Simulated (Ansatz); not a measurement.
# Electron scattering at the Σ5 (210) boundary in fcc Al, starting shift (0.33, 0), part 3 of 3

How much does the Σ5 (210) boundary in fcc Al, starting shift (0.33, 0) reflect electrons?

Ansatz 0.2.0; Ansatz plane-wave DFT, PBE, PAW files; relaxation of a bicrystal slab with its lowest layers held; PAW set soft_1 (the session's first sound run).

So far. Step 3 (Transmission across the boundary): Over the solved energies the transmission per spin lies between 2.21 and 2.37, out of 3.55 channels of the lead on average (up to 3.65). The log calls the step of a lead's potential too much. Step 4 (Specific resistance): Averaged over the energies near the Fermi level, 64.3 % of the channels pass, which makes 0.370 fΩ m².

### 5. Single-crystal slab for reference

This step: Ansatz plane-wave DFT, PBE, PAW files; relaxation of a single-crystal slab with its lowest layers held; PAW set soft_1 (Ansatz 0.2.0).

System of this step: Al slab, plane (2, 1, 0). The cell holds 22 atoms: 22 Al. Its edges and angles: a = 4.958 Å, b = 4.048 Å, c = 30.008 Å, α = 90.0°, β = 90.0°, γ = 65.9°. It derives from Al. Vacuum lies along c.

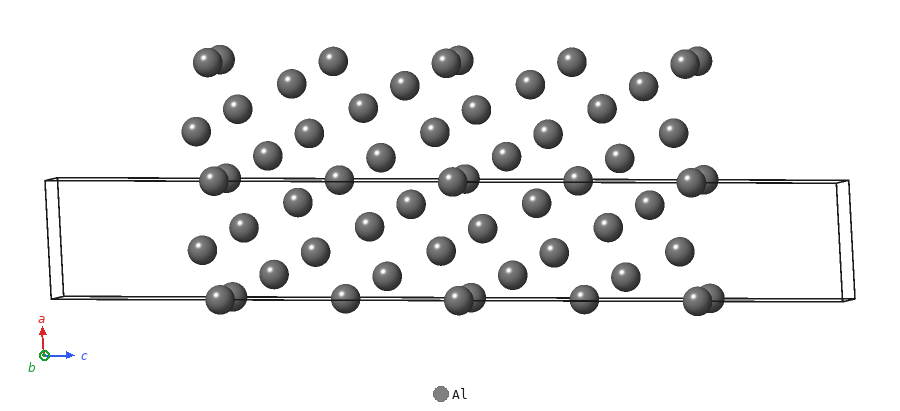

The cell of this step (aluminium grey). 2×1×1 cells are drawn. Some periodic images of atoms are drawn too.

input.yaml

```yaml
crystal:
  lattice:
    - [4.957730497, 0.0, 0.0]
    - [1.6525768323, 3.6952741352, 0.0]
    - [0.0, 0.0, 30.0082257911]
  atoms:
    - { symbol: Al, position: [0.4, 0.3000000002, 0.1666209804] }
    - { symbol: Al, position: [1.0, 2.0e-10, 0.1967844967] }
    - { symbol: Al, position: [0.6, 0.7000000002, 0.226948013] }
    - { symbol: Al, position: [0.2, 0.4000000002, 0.2571115294] }
    - { symbol: Al, position: [0.8, 0.1000000002, 0.2872750457] }
    - { symbol: Al, position: [0.4, 0.8000000002, 0.3174385621] }
    - { symbol: Al, position: [1.0, 0.5000000002, 0.3476020784] }
    - { symbol: Al, position: [0.6, 0.2000000002, 0.3777655948] }
    - { symbol: Al, position: [0.2, 0.9000000001, 0.4079291111] }
    - { symbol: Al, position: [0.8, 0.6000000001, 0.4380926274] }
    - { symbol: Al, position: [0.4, 0.3000000001, 0.4682561438] }
    - { symbol: Al, position: [1.0, 1.0e-10, 0.4984196601] }
    - { symbol: Al, position: [0.6, 0.7000000001, 0.5285831765] }
    - { symbol: Al, position: [0.2, 0.4000000001, 0.5587466928] }
    - { symbol: Al, position: [0.8, 0.1000000001, 0.5889102092] }
    - { symbol: Al, position: [0.4, 0.8000000001, 0.6190737255] }
    - { symbol: Al, position: [1.0, 0.5000000001, 0.6492372419] }
    - { symbol: Al, position: [0.6, 0.2, 0.6794007582] }
    - { symbol: Al, position: [0.2, 0.9, 0.7095642745] }
    - { symbol: Al, position: [0.8, 0.6, 0.7397277909] }
    - { symbol: Al, position: [0.4, 0.3, 0.7698913072] }
    - { symbol: Al, position: [0.0, 0.0, 0.8000548236] }
kpoints:
  mp_grid: { grid: [6, 6, 1] }
hamiltonian:
  xc: pbe
  pseudopotentials: { kind: paw, azcp: { folder: soft_1 } }
scf:
  occupations: { method: fermi_dirac, width: 0.1 }
relax:
  f_tol: 0.03
  max_steps: 80
  constraints: [{ sites: [0, 1, 2, 3] }]
```

On the command line:

```bash
$ ansatz run input.yaml --threads 4 --pin off --max-ram 15360MiB --backend cpu --events-out ev --progress --plain --runs-dir out
```

Numbers of over 12 decimals in the logs are rounded to 6 here.

The program printed:

```text
Warning: crystal.symmetry: narrowed to the stabiliser of the relax constraints — unitary ops 4 → 2; lowered at sites 0, 1, 2, 3, 18, 19, 20, 21 (the operations that carried what is held of a site onto what its image site leaves free; the constrained walk keeps no symmetry that its constraints do not admit)
[...]
Crystal: 22 atoms, lattice volume = 549.756 Å³
Basis set: ecut = 420 eV, 10749 PW (Γ), exchange–correlation on 72×60×432 points (8 copies of the dense FFT grid, shifted against one another)
Bands: 55, of which v1, the nominal top of the filled ones, is band 33 counted from 1 (32 counted from 0)
Symmetry: 2 space group operations
k-points: 13 of 36 (time reversal used)
[...]
SCF iter   1: F=—  HF=-11825.240944 eV  |F-HF|=—  |Δ(HF+E_count)|=         —  Δρ=2.14e-2  dr2=4.25e1  ethr=3.10e-3  ⟨swp⟩=9.5  Hψ=4208  notcnv=0  defer=13
[...]
SCF iter   6: F=-11822.823018 eV  HF=-11822.823021 eV  |F-HF|=3.11e-6  |Δ(HF+E_count)|=   6.28e-6  Δρ=1.86e-5  dr2=6.71e-6  ethr=3.41e-8  ⟨swp⟩=3.6  Hψ=2888  notcnv=0
SCF 1 converged in 6 iterations: F = -11822.823018 eV  dr2 = 6.71e-6
[...]
relax step   1: F+E_penalty+E_count = -11822.82301755 eV  Δ(F+E_penalty+E_count) = +0.000e0 eV  max|allowed force component| = 3.116e-1 eV/Å  Δτ_max = 0.0000 Å  (6 SCF iters, dr2 threshold 2.25e-5 eV, accepted)
[...]
SCF iter   4: F=-11822.867185 eV  HF=-11822.867186 eV  |F-HF|=1.07e-6  |Δ(HF+E_count)|=   7.17e-6  Δρ=1.63e-5  dr2=3.21e-6  ethr=9.20e-9  ⟨swp⟩=5.5  Hψ=2565  notcnv=0
SCF 2 converged in 4 iterations: F = -11822.867185 eV  dr2 = 3.21e-6
relax step   2: F+E_penalty+E_count = -11822.86718507 eV  Δ(F+E_penalty+E_count) = -4.417e-2 eV  max|allowed force component| = 8.750e-2 eV/Å  Δτ_max = 0.1445 Å  (4 SCF iters, dr2 threshold 6.07e-6 eV, accepted)
SCF iter   1: F=—  HF=-11822.874584 eV  |F-HF|=—  |Δ(HF+E_count)|=         —  Δρ=1.06e-3  dr2=1.65e-2  ethr=3.94e-4  ⟨swp⟩=3.2  Hψ=1689  notcnv=0  defer=37
[...]
SCF iter   6: F=-11822.872346 eV  HF=-11822.872346 eV  |F-HF|=1.01e-9  |Δ(HF+E_count)|=   1.25e-9  Δρ=1.05e-6  dr2=1.32e-8  ethr=1.52e-10  ⟨swp⟩=5.0  Hψ=2167  notcnv=0
SCF 3 converged in 6 iterations: F = -11822.872346 eV  dr2 = 1.32e-8
relax step   3: F+E_penalty+E_count = -11822.87234627 eV  Δ(F+E_penalty+E_count) = -5.161e-3 eV  max|allowed force component| = 2.604e-2 eV/Å  Δτ_max = 0.0823 Å  (6 SCF iters, accepted)
SCF converged after 6 iterations
Free energy (F): -11822.872346 eV
[...]
Internal energy: -11822.563389 eV  (E = F + TS)
E sigma→0 (E₀):  -11822.717868 eV
Entropy (-TS):   -0.308957 eV (-14.044 meV/atom)
Fermi energy:    3.850780 eV
[...]
--- Forces (eV/Å), atoms counted from 1 ---
  atom   1  Al    -0.04165908     0.01863051     0.31549400
  atom   2  Al    -0.05217371     0.02333279    -0.25655452
  atom   3  Al     0.06137154    -0.02744619    -0.03201686
  atom   4  Al     0.01120781    -0.00501228    -0.03334320
  atom   5  Al    -0.00412326     0.00184398     0.00201928
  atom   6  Al    -0.00266528     0.00119195     0.00657733
  atom   7  Al    -0.00098600     0.00044095    -0.00370811
  atom   8  Al     0.00229682    -0.00102717    -0.00275897
  atom   9  Al     0.00005916    -0.00002646     0.00933171
  atom  10  Al     0.00479756    -0.00214554     0.01305465
  atom  11  Al     0.00165633    -0.00074073     0.00825863
  atom  12  Al    -0.00064203     0.00028712    -0.00861720
  atom  13  Al    -0.00088600     0.00039623    -0.01226484
  atom  14  Al     0.00263573    -0.00117873    -0.00786709
  atom  15  Al    -0.00127824     0.00057165     0.00205339
  atom  16  Al     0.00489640    -0.00218974    -0.00219335
  atom  17  Al     0.00670844    -0.00300011    -0.00905979
  atom  18  Al     0.00482612    -0.00215831     0.00122683
  atom  19  Al     0.00205708    -0.00091996    -0.00719663
  atom  20  Al    -0.00182946     0.00081816     0.00010646
  atom  21  Al     0.00496207    -0.00221910    -0.00855886
  atom  22  Al    -0.00123730     0.00055334     0.02603850
  max |Σ_I F_I| component: 2.14e-5 eV/Å
--- Relaxed structure (3 steps of the walk, 3 accepted, 0 SCFs on fresh bases) ---
  F+E_penalty+E_count = -11822.87234627 eV   max|allowed force component| = 2.604e-2 eV/Å
  atoms:
    - { symbol: Al, position: [0.400000, 0.300000, 0.166621] }
    - { symbol: Al, position: [1.0, 1.1363636470628054e-10, 0.196784] }
    - { symbol: Al, position: [0.6, 0.700000, 0.226948] }
    - { symbol: Al, position: [0.2, 0.400000, 0.257112] }
    - { symbol: Al, position: [0.810641, 0.094680, 0.287568] }
    - { symbol: Al, position: [0.412590, 0.793705, 0.317413] }
    - { symbol: Al, position: [1.012030, 0.493985, 0.347693] }
    - { symbol: Al, position: [0.611274, 0.194363, 0.377448] }
    - { symbol: Al, position: [0.209329, 0.895335, 0.407396] }
    - { symbol: Al, position: [0.808024, 0.595988, 0.437828] }
    - { symbol: Al, position: [0.405914, 0.297043, 0.467851] }
    - { symbol: Al, position: [1.006136, -0.00306813, 0.497224] }
    - { symbol: Al, position: [0.604538, 0.697731, 0.527106] }
    - { symbol: Al, position: [0.203180, 0.398410, 0.557692] }
    - { symbol: Al, position: [0.801873, 0.099064, 0.587782] }
    - { symbol: Al, position: [0.402873, 0.798563, 0.617298] }
    - { symbol: Al, position: [1.002851, 0.498575, 0.647562] }
    - { symbol: Al, position: [0.605100, 0.197450, 0.677890] }
    - { symbol: Al, position: [0.220355, 0.889823, 0.707351] }
    - { symbol: Al, position: [0.815382, 0.592309, 0.737663] }
    - { symbol: Al, position: [0.426179, 0.286911, 0.771892] }
    - { symbol: Al, position: [0.027474, -0.013737, 0.793792] }
```

Elapsed: 23 s, on 4 threads of Arm Neoverse V1, shared host; peak memory 1.1 GiB; 88 s of CPU time.

Step by step:

```csv
step,energy less that of the first step (eV),largest force component (eV/Å)
1,0.0000,0.3116
2,-0.0442,0.0875
3,-0.0493,0.0260
```

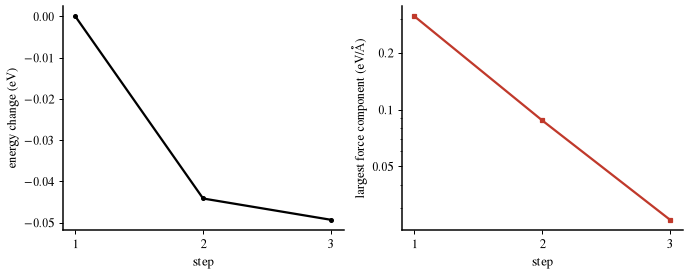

Energy and largest force along the relaxation.

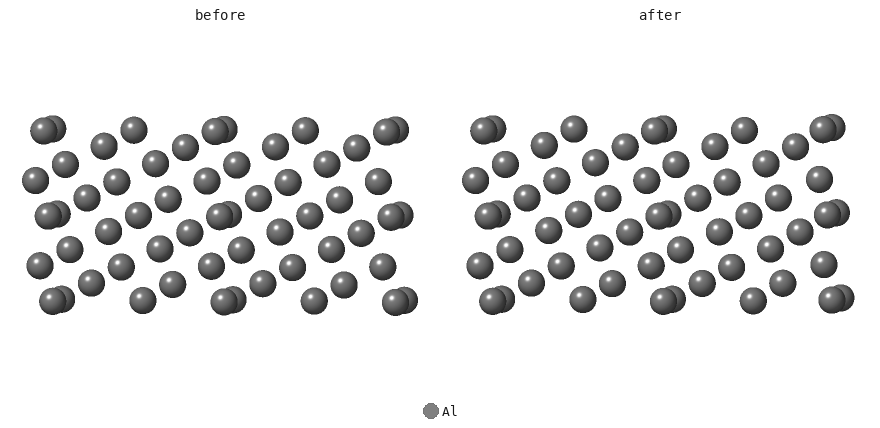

Before and after, at one scale.

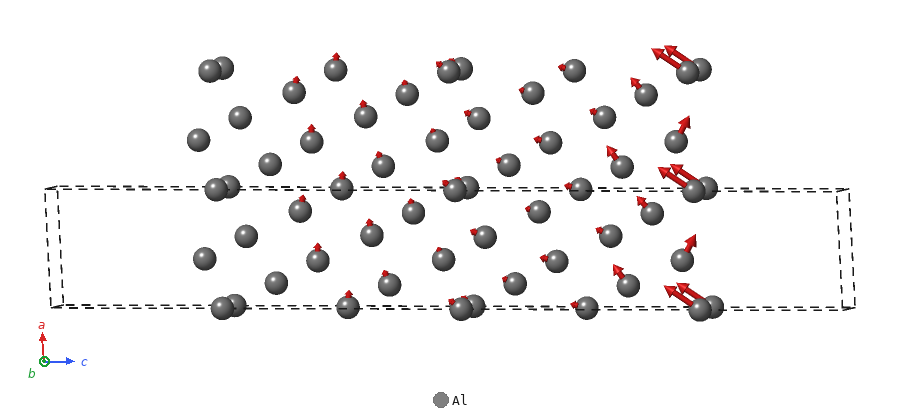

Displacements in the relaxation, exaggerated; the longest in the cell stands for 0.23 Å. 2×1×1 cells are drawn. Some periodic images of atoms are drawn too.

The atoms that moved most (Å):

```csv
atom,dx,dy,dz,length
Al22,0.114,-0.051,-0.188,0.225
Al21,0.108,-0.048,0.060,0.133
Al19,0.084,-0.038,-0.066,0.114
Al20,0.064,-0.028,-0.062,0.093
Al6,0.052,-0.023,-0.001,0.057
Al16,0.012,-0.005,-0.053,0.055
Al7,0.050,-0.022,0.003,0.055
Al8,0.047,-0.021,-0.010,0.052
```

Final coordinates:

```xyz
22
Lattice="4.9577 0.0000 0.0000 1.6526 3.6953 0.0000 0.0000 0.0000 30.0082" Properties=species:S:1:pos:R:3
Al    2.4789    1.1086    5.0000
Al    4.9577    0.0000    5.9052
Al    4.1314    2.5867    6.8103
Al    1.6526    1.4781    7.7155
Al    4.1754    0.3499    8.6294
Al    3.3572    2.9330    9.5250
Al    5.8337    1.8254   10.4337
Al    3.3517    0.7182   11.3266
Al    2.5174    3.3085   12.2252
Al    4.9909    2.2023   13.1384
Al    2.5033    1.0977   14.0394
Al    4.9831   -0.0113   14.9208
Al    4.1502    2.5783   15.8175
Al    1.6657    1.4722   16.7354
Al    4.1392    0.3661   17.6383
Al    3.3170    2.9509   18.5240
Al    5.7958    1.8424   19.4322
Al    3.3262    0.7296   20.3423
Al    2.5630    3.2881   21.2264
Al    5.0213    2.1887   22.1360
Al    2.5870    1.0602   23.1631
Al    0.1135   -0.0508   23.8203
```

Numbers from this step:

```yaml
free_energy: -11822.8723 eV
energy_at_zero_smearing: -11822.7179 eV
fermi_energy: 3.851 eV
```

The largest force component on a free atom ends at 0.026 eV/Å, under the tolerance of 0.03, after 3 steps.

### 6. Bulk reference

This step: Ansatz plane-wave DFT, PBE, PAW files; bulk reference; PAW set soft_1 (Ansatz 0.2.0).

System of this step: Al. Symmetry: Fm-3m, No. 225, cubic system. The conventional cell has a = 4.048 Å, b = 4.048 Å, c = 4.048 Å, α = 90.00°, β = 90.00°, γ = 90.00°. Nearest to Al lie 12 Al at 2.86 Å.

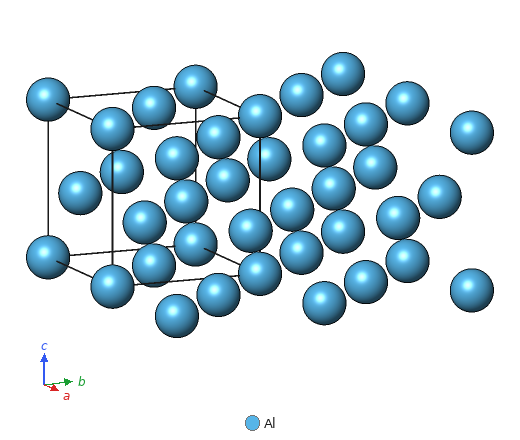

The cell of this step (aluminium blue). 2×2×1 conventional cells are drawn. Some periodic images of atoms are drawn too.

input.yaml, the sections that differ from step 5:

```yaml
crystal:
  lattice:
    - [0.0, 2.023985, 2.023985]
    - [2.023985, 0.0, 2.023985]
    - [2.023985, 2.023985, 0.0]
  atoms:
    - { symbol: Al, position: [0.0, 0.0, 0.0] }
kpoints:
  mp_grid: { grid: [18, 18, 18] }
# hamiltonian, scf: as in step 5
# relax: removed
```

The program printed:

```text
[...]
Crystal: 1 atoms, lattice volume = 16.583 Å³
Basis set: ecut = 420 eV, 331 PW (Γ)
Bands: 6, of which v1, the nominal top of the filled ones, is band 2 counted from 1 (1 counted from 0)
Symmetry: 48 space group operations
[...]
k-points: 195 of 5832
[...]
SCF iter   1: F=—  HF=-537.541617 eV  |F-HF|=—  |Δ(HF+E_count)|=         —  Δρ=2.25e-2  dr2=8.96e-2  ethr=3.10e-3  ⟨swp⟩=4.3  Hψ=9770  notcnv=0
[...]
SCF iter   5: F=-537.508360 eV  HF=-537.508360 eV  |F-HF|=7.58e-11  |Δ(HF+E_count)|=   4.82e-8  Δρ=1.70e-6  dr2=2.71e-10  ethr=2.71e-9  ⟨swp⟩=1.0  Hψ=2876  notcnv=0
SCF 1 converged in 5 iterations: F = -537.508360 eV  dr2 = 2.71e-10
[...]
SCF converged after 5 iterations
Free energy (F): -537.508360 eV
[...]
Internal energy: -537.493812 eV  (E = F + TS)
E sigma→0 (E₀):  -537.501086 eV
Entropy (-TS):   -0.014548 eV (-14.548 meV/atom)
Fermi energy:    7.869441 eV
[...]
```

Elapsed: 0.38 s, on 4 threads; peak memory 0.25 GiB; 1.1 s of CPU time.

This step gave:

* free energy: -537.5084 eV
* energy at zero smearing: -537.5011 eV
* Fermi energy: 7.869 eV

### 7. Boundary energy

This step: Ansatz plane-wave DFT, PBE, PAW files; bicrystal less single-crystal slab less bulk atoms, a boundary area; PAW set soft_1 (Ansatz 0.2.0).

Numbers from this step:

```
excess energy of the cell : 0.5807 eV
boundary energy           : 0.5078 J/m²
```

The boundary costs 0.51 J/m².

By hand: 0.581 eV / 18.32 Å² × 16.02 = 0.508 J/m².

### 8. Summary of results

| Item | Value |
| --- | --- |
| specific resistance of the boundary | 0.370 fΩ m² |
| share of channels that pass | 0.643 |
| boundary energy | 0.508 J/m² |

In words: The boundary has a specific resistance of 0.37 fΩ m² and an energy of 0.51 J/m². The boundary reflects 36 % of the channels; 0.37 fΩ m² is 3.7×10⁻¹² Ω·cm². That equals the resistance of 14 nm of bulk Al at 300 K (measured 2.733 µΩ cm, CRC Handbook of Chemistry and Physics, 84th ed., 2003, Electrical Resistivity of Pure Metals). In the relaxation the upper grain slid sideways by about 1.2 Å, so the result belongs to the position that it found, not to the starting one. One starting structure was relaxed; another shift or atom count at the boundary may lie lower. A lead's potential steps by up to 31 meV from period to period, which the log calls too much, so longer leads could move the result.

[Logs are printed without paths, hosts, clocks, repeated set-up lines and the standing remarks that a program may print on its own settings, such as how far it seeks lower states.]

[Hosts, paths, dates, database ids (printed as entryN), source tags and the programs' standing remarks are cut or masked in the printed files.]
